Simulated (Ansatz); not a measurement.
## NiTe2 monolayer (1T): phonons and vibrational spectra

Wanted: vibrations and spectra of NiTe2 monolayer (1T); the cell is already relaxed. After the zone centre comes a 3×3×1 q mesh on a 15×15×1 k mesh.

Method: DFT PBEsol, scalar-relativistic, plane waves, PAW, in Ansatz 0.2.0.

### Step 1. Set-up

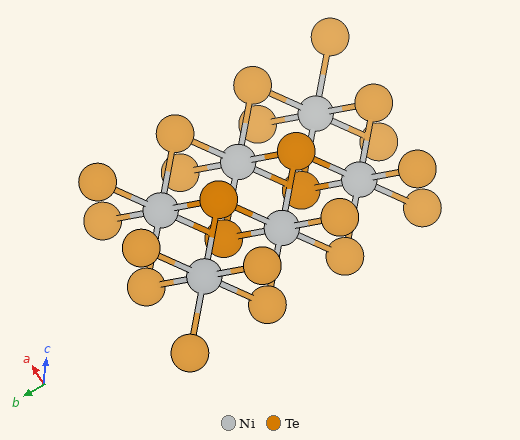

Start, viewed from a free direction; nickel light grey, tellurium orange. 1×2×1 cells are drawn. Some periodic images of atoms are drawn too.

The cell holds 3 atoms: 1 Ni and 2 Te. Cell: a = 3.676 Å, b = 3.676 Å, c = 30.424 Å, α = 90.0°, β = 90.0°, γ = 120.0°. Vacuum lies along c.

### Step 2. Modes at Γ

The cell comes from relaxations at this level that are not shown. The zone centre comes first: it holds the modes that light can see, as far as symmetry allows. No field response is asked, since the mesh shows no gap.

input.yaml

```yaml
crystal:
  lattice:
    - [3.6759834313, 0.0, 0.0]
    - [-1.8379917157, 3.1834950354, 0.0]
    - [0.0, 0.0, 30.424]
  atoms:
    - { symbol: Ni, position: [0.0, 0.0, 0.328687878] }
    - { symbol: Te, position: [0.3333333333, 0.6666666667, 0.3742555582] }
    - { symbol: Te, position: [0.6666666667, 0.3333333333, 0.2831201978] }
  periodic: [true, true, false]
kpoints:
  mp_grid: { grid: [15, 15, 1] }
hamiltonian:
  xc: pbesol
scf:
  occupations: { method: methfessel_paxton, width: 0.15 }
output:
  eigenvalues: true
phonons:
  method: dfpt
```

Started as:

```
ansatz run input.yaml --threads 8 --pin off --max-ram 14336MiB --backend cpu --events-out ev --progress --plain --runs-dir out
```

Numbers of over 12 decimals in the logs are rounded to 6 here.

The program printed:

```text
Warning: crystal.symmetry: narrowed to the stabiliser of the run's FFT grids — unitary ops 12 → 6. A phonons.method: dfpt run fills in the rows of the dynamical matrix that it does not solve by its symmetry operations, which is exact only for operations that map its FFT grids onto themselves: filled in by any other, the frequencies could depend on the order in which like atoms are typed, or, by more than the grids' own error, on where the crystal sits among the grids' points. Excluded: 6 operations. The run can therefore solve more perturbations, solve them on more k-points, or both, and cost more. [rest of the remark cut]
Engine: ansatz 0.2.0, aarch64-unknown-linux-gnu
Pseudopotentials: kind: paw
Pseudopotential: Ni, paw, valence charge 18, recommended cutoff 420 eV (normal), Ni.paw.azcp
Pseudopotential: Te, paw, valence charge 16, recommended cutoff 420 eV (normal), Te.paw.azcp
Functional definition: PBEsol
  exchange = pbesol_x
  correlation = pbesol_c
Crystal: 3 atoms, lattice volume = 356.036 Å³
Basis set: ecut = 420 eV, 6965 PW (Γ), exchange–correlation on 50×50×432 points (8 copies of the dense FFT grid, shifted against one another)
Bands: 30, of which v1, the nominal top of the filled ones, is band 25 counted from 1 (24 counted from 0)
Symmetry: 12 space group operations
k-points: 64 of 225 (irreducible under 2 space group operations, time reversal used)
Non-local potential: Ni, projectors of the file, l = 0: 3, l = 1: 2, l = 2: 3, l = 3: 1
Non-local potential: Te, projectors of the file, l = 0: 2, l = 1: 2, l = 2: 2, l = 3: 2
PAW form: soft (Blöchl's): semilocal exchange-correlation on the pseudo side does not see the compensation charge
PAW frozen core: Ni, regenerated for the run's functional, and the local potential with it (the file was generated under x = pbe(κ = 0.804, μ = 0.219515), c = pbe(β = 0.066725))
PAW frozen core: Te, regenerated for the run's functional, and the local potential with it (the file was generated under x = pbe(κ = 0.804, μ = 0.219515), c = pbe(β = 0.066725))
PAW one-centre angular grid: Ni, 590 points (default); XC on 64 Gauss nodes
PAW one-centre angular grid: Te, 590 points (default); XC on 64 Gauss nodes
Initial density: superposition of atomic densities (neutral atoms: chi_scale 0, normalization atom), corrected by the library's trained network
Initial wavefunctions: pseudopotential atomic-orbital guess
Functional: x = pbesol(κ = 0.804, μ = 0.123457), c = pbesol(β = 0.046)
SCF iter   1: F=—  HF=-19608.414366 eV  |F-HF|=—  |Δ(HF+E_count)|=         —  Δρ=7.11e-3  dr2=1.28e-1  ethr=1.77e-3  ⟨swp⟩=14.5  Hψ=13042  notcnv=0
preconditioner: auto → LDOS  [metal: Δε(μ)=0.039 eV  Ē_g=7.833 eV  σ=0.150 eV  W_gap=0.22  n_scr=18 (ndim 8)  ℏωp=9.2 eV  f_vac=0.774  D(μ)=1.85/eV (n_scr^D=8)  β→1.0]
SCF iter   2: F=—  HF=-19608.398323 eV  |F-HF|=—  |Δ(HF+E_count)|=   1.60e-2  S|Δr|=    0.00e0  Δρ=4.08e-3  dr2=3.11e-2  ethr=2.55e-4  ⟨swp⟩=4.0  Hψ=5413  notcnv=0  defer=7
SCF iter   3: F=—  HF=-19608.396914 eV  |F-HF|=—  |Δ(HF+E_count)|=   1.41e-3  S|Δr|=    0.00e0  Δρ=1.48e-3  dr2=5.81e-3  ethr=6.23e-5  ⟨swp⟩=2.9  Hψ=4060  notcnv=0  defer=7
SCF iter   4: F=—  HF=-19608.398044 eV  |F-HF|=—  |Δ(HF+E_count)|=   1.13e-3  S|Δr|=    0.00e0  Δρ=4.05e-4  dr2=7.69e-4  ethr=1.16e-5  ⟨swp⟩=3.0  Hψ=3031  notcnv=0  defer=7
SCF iter   5: F=—  HF=-19608.398341 eV  |F-HF|=—  |Δ(HF+E_count)|=   2.96e-4  S|Δr|=    0.00e0  Δρ=6.93e-5  dr2=1.16e-5  ethr=1.54e-6  ⟨swp⟩=2.9  Hψ=3275  notcnv=0  defer=7
SCF iter   6: F=—  HF=-19608.398467 eV  |F-HF|=—  |Δ(HF+E_count)|=   1.27e-4  S|Δr|=    0.00e0  Δρ=2.03e-5  dr2=1.34e-6  ethr=2.33e-8  ⟨swp⟩=3.9  Hψ=4677  notcnv=0  defer=7
SCF iter   7: F=—  HF=-19608.398521 eV  |F-HF|=—  |Δ(HF+E_count)|=   5.36e-5  S|Δr|=    0.00e0  Δρ=7.30e-6  dr2=1.82e-7  ethr=2.68e-9  ⟨swp⟩=3.2  Hψ=3672  notcnv=0  defer=7
SCF iter   8: F=—  HF=-19608.398523 eV  |F-HF|=—  |Δ(HF+E_count)|=   1.89e-6  S|Δr|=    0.00e0  Δρ=3.95e-6  dr2=5.97e-8  ethr=3.64e-10  ⟨swp⟩=3.0  Hψ=3194  notcnv=0  defer=7
SCF iter   9: F=—  HF=-19608.398523 eV  |F-HF|=—  |Δ(HF+E_count)|=   7.88e-8  S|Δr|=    0.00e0  Δρ=1.17e-6  dr2=5.50e-9  ethr=1.19e-10  ⟨swp⟩=1.7  Hψ=2296  notcnv=0  defer=7
SCF iter  10: F=—  HF=-19608.398523 eV  |F-HF|=—  |Δ(HF+E_count)|=   2.74e-9  S|Δr|=    0.00e0  Δρ=5.53e-8  dr2=2.87e-11  ethr=1.10e-11  ⟨swp⟩=2.7  Hψ=2994  notcnv=0  defer=7
SCF iter  11: F=-19608.398523 eV  HF=-19608.398523 eV  |F-HF|=7.28e-12  |Δ(HF+E_count)|=  5.97e-10  S|Δr|=    0.00e0  Δρ=4.23e-8  dr2=5.57e-12  ethr=1.00e-12  ⟨swp⟩=17.2  Hψ=14462  notcnv=0
SCF 1 converged in 11 iterations: F = -19608.398523 eV  dr2 = 5.57e-12
  greatest PAW one-centre occupation: 1.001 electrons in one spin orbital (limit 2), on the Ni atom at site 0 (counted from 0), in its partial waves of l = 1
DFPT response loops at Γ: preconditioner auto → none (partly filled bands, converged f_vac=0.773); β = 0.50; Broyden in place of MSR1
SCF converged after 11 iterations
Stability not checked: this state was not tested for a lower state beside it, because cold or Methfessel-Paxton smearing, or corrected tetrahedra, fill the levels in a way that the test cannot read (fill_not_monotonic; see scf.lower_state_search)
Free energy (F): -19608.398523 eV
Harris-Foulkes:  -19608.398523 eV  (|F-HF|=7.28e-12)
Internal energy: -19608.397110 eV  (E = F + TS)
E sigma→0 (E₀):  -19608.398170 eV
Entropy (-TS):   -0.001413 eV (-0.471 meV/atom)
Fermi energy:    -4.531274 eV
--- Per-component energies (eV) ---
  E_band       = -1660.574854
  E_kinetic    = 647.677527
  E_local      = -126728.417842  (includes V_loc(G=0)·N_el)
  E_nonlocal   = 21.872104
  E_hartree    = 63001.920677
  E_xc         = -331.952464
  E_vxc        = -318.620744  (∫ρ·V_xc dr)
  E_paw        = -10766.048931  (= ΣΔE_a)
  E_vpaw       = -1286.927736  (= ΣTr[D̂ρ^β])
  E_aug_tail   = 0.000034  (compensation charges beyond the density's cutoff)
  E_ewald      = 54545.604866
  E_core_change = 0.946919  (= ΣΔE_core)
  E_smearing   = -0.001413  (= −TS)
  E_closure    = -0.000000  (closes the sum)
  Σ components = -19608.398523   (vs F -19608.398523, Δ=0.00e0)
--- Band table (eV; the first three rows and the last of 64) ---
  k-point 0: bands = [... 21 lower, -6.4152, -5.5398, -3.8316, -3.8316, -2.6349, -2.6349, -0.6601 (-0.6616°), -0.3431, ... 1 higher]
  k-point 1: bands = [... 21 lower, -6.4419, -5.4567, -4.2291, -3.9722, -2.9866, -2.6572, -0.5777 (-0.5793°), -0.2712, ... 1 higher]
  k-point 2: bands = [... 21 lower, -6.5341, -5.2772, -5.0106, -4.3297, -3.7073, -2.7248, -0.3687 (-0.3703°), -0.1057, ... 1 higher]
  k-point 63: bands = [... 21 lower, -6.8167, -6.6937, -6.4484, -5.7527, -4.6094, -3.5673, 0.1413, 0.6505, ... 1 higher]
  ° read free of the cell's end (the report's vacuum.weakly_bound_levels)
--- Phonons (Γ-DFPT): 6 representative perturbations + reference, on 64 of 225 k-points (Σ response iterations 31) ---
  ASR residual: 1.273e-4 → 0.000e0 eV/Å²; symmetrization residual: 4.232e-5 eV/Å²
  The last average, over the group as it would stand without the narrowing to the FFT grids, took up to 4.406e-7 eV/Å² of the zone centre's force constants
  ASR residual per site (eV/Å²): 1.27e-4 6.68e-5 6.75e-5
  Γ frequencies (cm⁻¹): 0.00 0.00 0.00 108.28 108.28 148.95 233.68 233.68 243.19
  non-analytic LO–TO correction: not included (Born effective charges unavailable; polar crystals: no LO–TO splitting at Γ)
```

It took 1.7 min on 8 threads of Arm Neoverse V1, shared host; peak memory 2.7 GiB.

Reading the cycles: dr2 is the Hartree energy of the density residual (eV), the measure of convergence; HF is the Harris–Foulkes estimate of the energy, which meets the free energy F at convergence.

This run has no spin polarisation, although Ni can carry a moment.

Numbers from this step:

| Quantity | Value |
| --- | --- |
| gap on the k-mesh | 0 eV |
| sum-rule residual before enforcement | 1.27e-4 eV/Å² |
| point group | -3m |
| area per atom | 3.901 Å² |
| highest optical mode at the zone centre (no LO-TO term) | 243.2 cm⁻¹ |
| lowest optical zone-centre mode | 108.3 cm⁻¹ |

Patterns of degenerate modes are one choice out of their space. The modes at Γ (shares of kinetic energy by element, %):

| mode | frequency (cm⁻¹) | symmetry | Ni % | Te % |
| --- | --- | --- | --- | --- |
| 1 | 0.0 | acoustic | 19 | 81 |
| 2 | 0.0 | acoustic | 19 | 81 |
| 3 | 0.0 | acoustic | 19 | 81 |
| 4 | 108.3 | Eg | 0 | 100 |
| 5 | 108.3 | Eg | 0 | 100 |
| 6 | 148.9 | A1g | 0 | 100 |
| 7 | 233.7 | Eu | 81 | 19 |
| 8 | 233.7 | Eu | 81 | 19 |
| 9 | 243.2 | A2u | 81 | 19 |

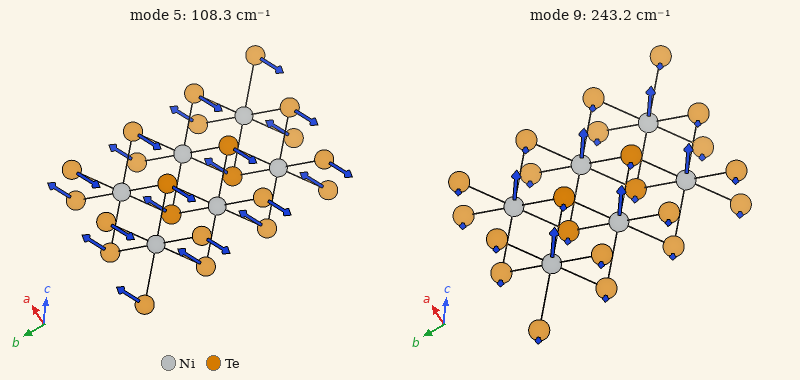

Displacement patterns of modes 5 and 9 at Γ; arrows are exaggerated. 1×2×1 cells are drawn. Some periodic images of atoms are drawn too.

Before it was imposed, the acoustic sum rule was missed by 1.3e-4 eV/Å². Small misses are needed for a sound result but don't prove that mesh and cutoff are converged. The lowest optical mode is real, 108 cm⁻¹.

### Step 3. Phonons on a q mesh

Stability and thermal properties need the whole zone. Linear response on a 3×3×1 q mesh gives force constants as far as a supercell of that size would.

input.yaml, as its differences from that of step 2:

```diff
@@ -20 +20,10 @@
   method: dfpt
+  qmesh: [3, 3, 1]
+  temperatures: { t_max: 1000, t_step: 50 }
+  qpath:
+    path:
+      - [0.0, 0.0, 0.0]
+      - [0.5, 0.0, 0.0]
+      - [0.33333333, 0.33333333, 0.0]
+      - [0.0, 0.0, 0.0]
+    npoints: 10
```

The program printed:

```text
[...]
Crystal: 3 atoms, lattice volume = 356.036 Å³
Basis set: ecut = 420 eV, 6965 PW (Γ), exchange–correlation on 50×50×432 points (8 copies of the dense FFT grid, shifted against one another)
Bands: 30, of which v1, the nominal top of the filled ones, is band 25 counted from 1 (24 counted from 0)
Symmetry: 12 space group operations
k-points: 27 of 225 (irreducible under 6 space group operations, time reversal used)
[...]
SCF iter   1: F=—  HF=-19608.414706 eV  |F-HF|=—  |Δ(HF+E_count)|=         —  Δρ=7.08e-3  dr2=1.27e-1  ethr=1.77e-3  ⟨swp⟩=14.1  Hψ=5406  notcnv=0
[...]
SCF iter  11: F=-19608.398523 eV  HF=-19608.398523 eV  |F-HF|=2.18e-11  |Δ(HF+E_count)|=  5.24e-10  S|Δr|=    0.00e0  Δρ=2.74e-8  dr2=1.48e-12  ethr=1.00e-12  ⟨swp⟩=16.6  Hψ=6087  notcnv=0
SCF 1 converged in 11 iterations: F = -19608.398523 eV  dr2 = 1.48e-12
[...]
phonons: the bands overlap, so this run is a metal and interpolates without the dipole-dipole term. If the crystal is really an insulator or semiconductor, its LO-TO splitting is missing
NSCF: frozen V_eff on 27 k-points
[...]
DFPT response loops at q = (0, 0, 0) (fractional): preconditioner auto → none (partly filled bands, converged f_vac=0.773); β = 0.50; Broyden in place of MSR1
[...]
SCF converged after 11 iterations
[...]
Free energy (F): -19608.398523 eV
[...]
Internal energy: -19608.397110 eV  (E = F + TS)
E sigma→0 (E₀):  -19608.398170 eV
Entropy (-TS):   -0.001413 eV (-0.471 meV/atom)
Fermi energy:    -4.531275 eV
[...]
--- Band table (eV; the first three rows and the last of 27) ---
  k-point 0: bands = [... 21 lower, -6.4152, -5.5398, -3.8316, -3.8316, -2.6349, -2.6349, -0.6601 (-0.6616°), -0.3431, ... 1 higher]
  k-point 1: bands = [... 21 lower, -6.4419, -5.4567, -4.2291, -3.9722, -2.9866, -2.6572, -0.5777 (-0.5793°), -0.2712, ... 1 higher]
  k-point 2: bands = [... 21 lower, -6.5341, -5.2772, -5.0106, -4.3297, -3.7073, -2.7248, -0.3687 (-0.3703°), -0.1057, ... 1 higher]
  k-point 26: bands = [... 21 lower, -7.5504, -6.8475, -6.2541, -6.2541, -4.2823, -4.2823, -0.2256, 1.8085, ... 1 higher]
  ° read free of the cell's end (the report's vacuum.weakly_bound_levels)
--- Phonons (Γ-DFPT): 6 representative perturbations + reference (Σ response iterations 27) ---
  ASR residual: 8.624e-5 → 0.000e0 eV/Å²; symmetrization residual: 1.333e-5 eV/Å²
[...]
ASR residual per site (eV/Å²): 8.62e-5 2.28e-5 1.52e-5
  Γ frequencies (cm⁻¹): 0.00 0.00 0.00 108.28 108.28 148.95 233.68 233.68 243.19
--- Phonons (arbitrary-q DFPT): 3 irreducible q on the 3×3×1 mesh ---
  q = [0.0000, 0.0000, 0.0000] (star 1, of the zone-centre solve; hermiticity 2.57e-6, symmetrization 2.21e-10, taken by the last average 4.44e-7): -0.00 -0.00 0.00 108.28 108.28 148.95 233.68 233.68 243.19
  q = [0.0000, 0.3333, 0.0000] (star 6, 9 solved perturbations on 120 of 225 k-point pairs; hermiticity 1.52e-6, symmetrization 6.97e-10, taken by the last average 1.08e-6): 43.50 57.58 83.04 102.21 106.18 128.53 234.12 236.38 240.50
  q = [0.3333, 0.3333, 0.0000] (star 2, 6 solved perturbations in 498 linear systems a pass and spin channel, the states on 120 of 225 k-point pairs; hermiticity 1.44e-6, symmetrization 6.58e-7, taken by the last average 3.38e-7): 52.25 83.79 83.79 90.91 90.91 120.06 238.00 238.00 239.39
  sum rule: each row above includes the acoustic sum rule's correction from the zone centre's row sums; it moved no ω² by more than (0.63 cm⁻¹)²
  mesh force constants: q→R imaginary residual 0.00e0; ASR residual 8.624e-5 → 0.000e0 eV/Å²; symmetrization residual 7.105e-15 eV/Å²
  interpolated dispersion: 31 rows × 9 modes
  density of states and harmonic sums: on the 21×21×1 q-mesh, interpolated from the force constants of a 3×3×1 supercell (no non-analytic term)
  largest difference from the sums on the solved wave vectors: F 9.42e-2 eV, S 1.22e-4 and C_V 2.81e-5 eV/K
  zero-point energy: 0.075838 eV/cell   skipped modes (ω ≤ 0): 3   left out of the sums: 7.56e-4 of the cell's modes: C_V's classical limit lies that fraction below 3 k_B per atom; for a crystal, a wire or a layer, F and S can be off by more, and a phonons.interpolated_qmesh denser along its periods is the remedy for the sampling
```

Wall time 6 min (8 threads); peak memory 3.5 GiB; 46 min of CPU time.

Numbers from this step:

```yaml
sum_rule_residual_before_enforcement: 8.62e-5 eV/Å²
lowest_frequency_on_the_path: 0 cm⁻¹
highest_frequency_on_the_path_or_at_a_solved_wavevector: 244 cm⁻¹
mean_frequency: 136 cm⁻¹
lowest_mode_on_the_q_mesh_acoustic_modes_at_gamma_apart: 43.5 cm⁻¹
zero_point_energy_per_atom: 25.28 meV
heat_capacity_at_300_k: 23.82 J/(mol atoms K)
vibrational_entropy_at_300_k: 40.63 J/(mol atoms K)
edges_of_the_widest_gap_between_branches_on_path_and_mesh: 149, 232.1 cm⁻¹
```

Frequencies (cm⁻¹) solved at each irreducible wavevector; negative means imaginary. Frequencies by wavevector, by row:

| q in reciprocal lattice units | star | mode 1 | mode 2 | mode 3 | mode 4 | mode 5 | mode 6 | mode 7 | mode 8 | mode 9 |
| --- | --- | --- | --- | --- | --- | --- | --- | --- | --- | --- |
| 0 0 0 | 1 | 0 | 0 | 0 | 108.3 | 108.3 | 148.9 | 233.7 | 233.7 | 243.2 |
| 0 0.3333 0 | 6 | 43.5 | 57.6 | 83 | 102.2 | 106.2 | 128.5 | 234.1 | 236.4 | 240.5 |
| 0.3333 0.3333 0 | 2 | 52.2 | 83.8 | 83.8 | 90.9 | 90.9 | 120.1 | 238 | 238 | 239.4 |

Interpolated from a 3×3×1 q mesh. Phonon branches along the path, in cm⁻¹:

| point | branch 1 | branch 2 | branch 3 | branch 4 | branch 5 | branch 6 | branch 7 | branch 8 | branch 9 |
| --- | --- | --- | --- | --- | --- | --- | --- | --- | --- |
| Γ | 0 | 0 | 0 | 108 | 108 | 149 | 234 | 234 | 243 |
| M | 42 | 56 | 96 | 97 | 98 | 126 | 235 | 236 | 244 |
| K | 52 | 84 | 84 | 91 | 91 | 120 | 238 | 238 | 239 |
| Γ | 0 | 0 | 0 | 108 | 108 | 149 | 234 | 234 | 243 |

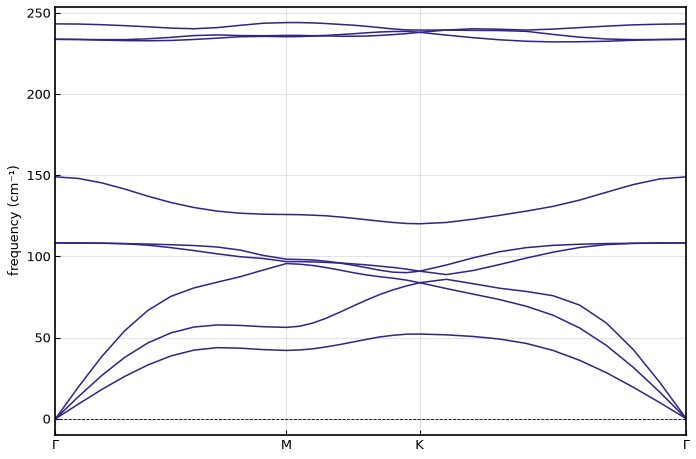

Phonon branches along the path.

The phonon density of states has structure finer than the step of the table below, so its rows give means over 20 cm⁻¹, whole bins alone (the curve runs from 1 to 245 cm⁻¹). Peaks (cm⁻¹: height): 43.0: 0.107, 107.0: 0.231, 125.0: 0.111, 233.0: 0.331, 241.0: 0.289.

Tetrahedra on a 21×21×1 mesh, mean over bins of 2 cm-1. Interpolated from a 3×3×1 q mesh. Phonon density of states against wavenumber; means over each step:

| wavenumber (cm⁻¹) | phonon density of states (1/cm⁻¹/cell) |
| --- | --- |
| 20 | 0.00840 |
| 40 | 0.0473 |
| 60 | 0.0418 |
| 80 | 0.0485 |
| 100 | 0.102 |
| 120 | 0.0344 |
| 140 | 0.0169 |
| 160 | 9.5e-5 |
| 180 | 0 |
| 200 | 0 |
| 220 | 5.4e-5 |

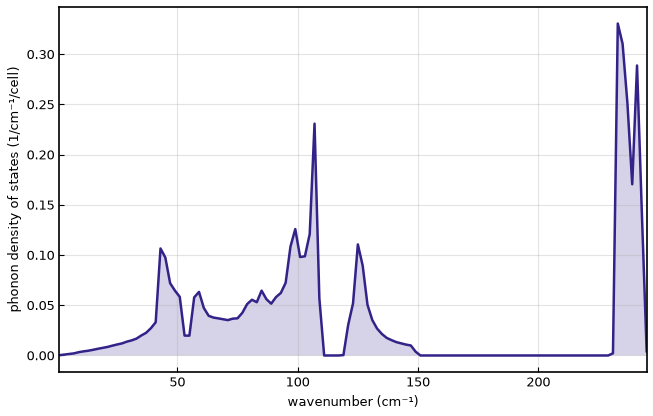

Phonon density of states, plotted against wavenumber.

[end of part 1 of 2]

[Logs are printed without paths, hosts, clocks, repeated set-up lines and the standing remarks that a program may print on its own settings, such as how far it seeks lower states.]

[Hosts, paths, dates, database ids (printed as entryN), source tags and the programs' standing remarks are cut or masked in the printed files.]
